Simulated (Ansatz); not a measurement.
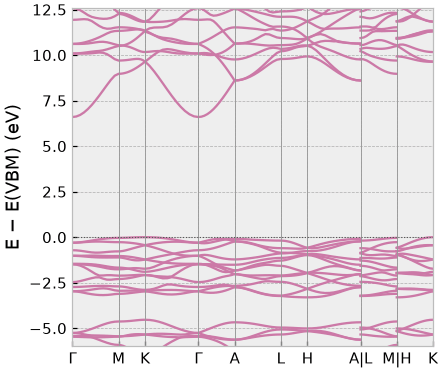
Fig. 1. Band structure from DFT-r²SCAN in the program Ansatz with PAW potentials

Read off the gap and where the band edges lie.

About 6.6 eV (6.60 eV by a search for the band edges); maximum at K, minimum at Γ.

The material is SiO$_{2}$ in space group P3_221 (No. 154; Si on 3a, O on 6c).

Symmetry was held in the r²SCAN relaxation.

Potentials: the later of the program's two PAW sets.
